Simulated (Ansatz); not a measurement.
```xyz
14

Si   -0.6609   -1.9784   -1.6296
H    -0.7695   -0.5033   -1.7546
H    -0.3344   -1.2027    1.9171
O    -0.4806   -0.6058    1.1823
Ti    0.2790    1.0072    0.8604
O     1.7094    0.8054   -0.2141
O    -0.9350    2.0742    0.0760
O     0.8323    1.7316    2.4070
H     0.6335   -2.3553   -1.0134
H    -0.7227   -2.5638   -2.9978
H    -1.7948   -2.5126   -0.8373
H     2.6161    1.0874   -0.0886
H    -0.9279    2.4966   -0.7837
H     0.5555    2.5193    2.8762
```

The reactant side of a reaction path; geometry: PBE0-D4/def2-TZVP; a saddle point, not a minimum.

Level of theory: RKS PBE0-D4/def2-TZVPP (Ansatz).

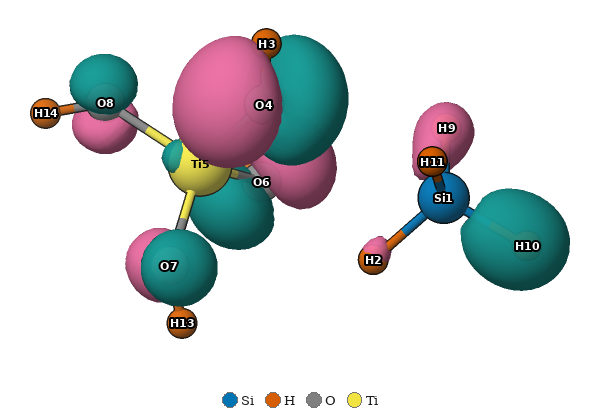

SiH4···H4O4Ti. The HOMO at ±0.1 Å⁻³ᐟ² (teal and pink are the two phases), seen at a tilt.

**Where does this orbital lie, and at what energy?**

Its weight (Hirshfeld) is mainly on O4 (about 45 %) and O6 (about 20 %). Its energy is −8.73 eV.
